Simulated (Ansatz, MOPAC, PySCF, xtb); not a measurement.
HCl (SMILES Cl) and CH6Si (SMILES C[SiH3]) are pulled apart as rigid monomers along the line of their centres of mass, from the B3LYP-D3(BJ)/def2-TZVP minimum. Starting geometry (charge 0, multiplicity 1):
```csv
atom,x (Å),y (Å),z (Å)
Cl,-0.5615,-0.6871,-0.5001
H,-0.1215,-0.2696,0.6359
C,0.3306,0.7965,5.0661
Si,-0.2189,-0.2530,3.6158
H,0.0753,1.8455,4.9069
H,1.4100,0.7272,5.2104
H,-0.1558,0.4657,5.9856
H,-1.6797,-0.1491,3.3946
H,0.1387,-1.6770,3.8106
H,0.4578,0.2124,2.3725
```

Interaction energies with rigid monomers; basis-set methods are counterpoise corrected unless marked otherwise.

Correlated levels freeze the cores. Rows in 6-311+G**, LANL2DZ carry no dispersion term and start afresh at each structure. LANL2DZ brings its own core potentials from Na on. The state that AM1 reach isn't checked.

Codes used: Ansatz (Gaussian orbitals); MOPAC for AM1 (differences of heats of formation); PySCF for 6-311+G** rows, LANL2DZ rows; xtb for the GFN methods. Each number belongs to the level named beside it.

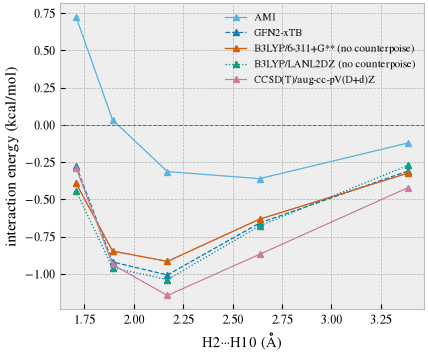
*Interaction energy against separation*

Problem. Which level binds most strongly at H2···H10 = 1.89, and by how much?

Solution. B3LYP/LANL2DZ (no counterpoise), -1.0 kcal/mol.

Ansatz is a program for electronic structure.
